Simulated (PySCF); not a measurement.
C₂H₇N₃Si₂ (SMILES [SiH3]c1nncn1[SiH3])

```xyz
14

Si    2.1552   -0.3199    0.0309
C     0.6106    0.7210   -0.1419
N     0.6454    1.9995   -0.3829
N    -0.6169    2.4591   -0.4546
C    -1.4018    1.4520   -0.2556
N    -0.6994    0.2975   -0.0465
Si   -1.3283   -1.3081    0.2599
H     2.1202   -1.3696   -0.9950
H     2.1349   -0.9576    1.3535
H     3.3042    0.5588   -0.1301
H    -2.4712    1.4945   -0.2506
H    -0.8420   -1.7120    1.5763
H    -0.8325   -2.1671   -0.8120
H    -2.7793   -1.1486    0.2264
```

Geometry: GFN2-xTB.

Method: PBE0/pcSseg-1, SCF density, gas phase, non-relativistic (PySCF 2.14.0).

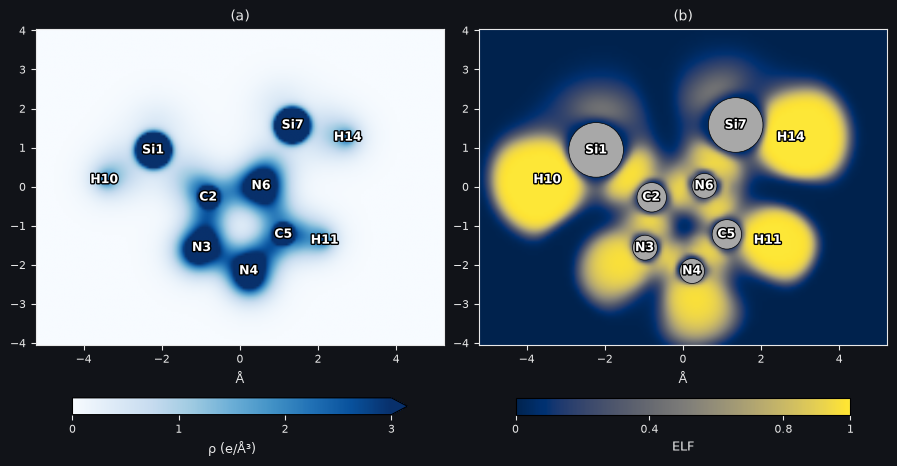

Figure 1. (a) total electron density; (b) ELF on the plane of atoms N3, C2 and N6. Grey discs cover the atomic cores in the ELF map.

Question: Read the bonding off the picture.

Answer: Atoms in the plane: Si, C, N and H.
C–N (1.29 Å): ρ at the midpoint is about 2.7 e/Å³; the ELF peaks at about 0.90 between the atoms (a covalent bond).
N–N (1.35 Å): the density is about 2.5 e/Å³ at the midpoint; the ELF peaks at about 0.90 between the atoms (localised, covalent bonding).
Si–N (1.75 Å): ρ at the midpoint is about 1 e/Å³; the ELF peaks at about 0.95 between the atoms, as expected for a shared but strongly polarised pair.
C–Si (1.87 Å): ρ at the midpoint is about 0.95 e/Å³; the ELF peaks at about 1 between the atoms, as expected for a covalent bond.
C–H (1.07 Å): the density is about 2.1 e/Å³ at the midpoint; the ELF climbs to about 1 towards the hydrogen, as it does in any bond to H: a covalent bond by its length.
The ELF also peaks beside N4 and N3, away from the bonds: lone-pair regions.

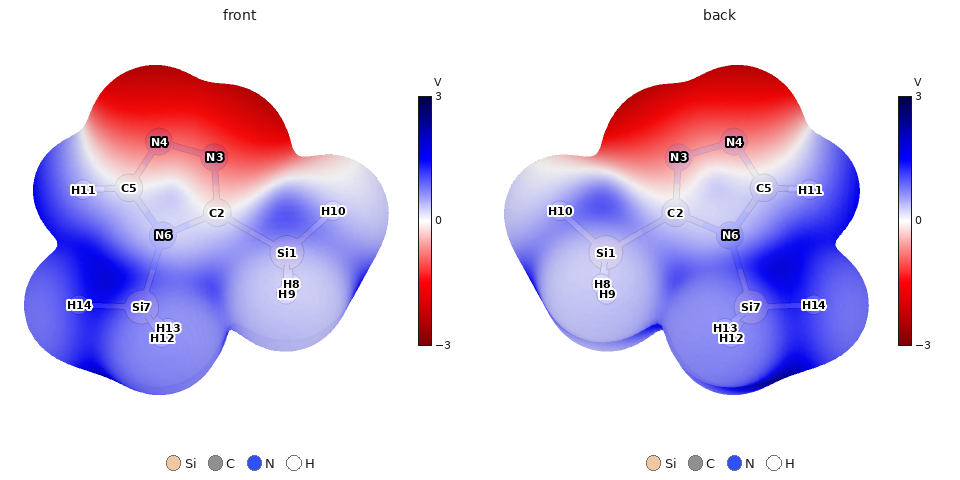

Figure 2. The molecular electrostatic potential painted on the density surface at 0.002 e/bohr³, seen from the front and from behind; the colour scale runs from red (negative) to blue (positive).

Question: Describe the electrostatic potential map.

Answer: The most negative region (about −2.2 V) lies over N3 and N4, the most positive (about +2.3 V) over Si7.

Question: What dipole moment does the calculation give?

Answer: Its dipole moment is 5.40 D.
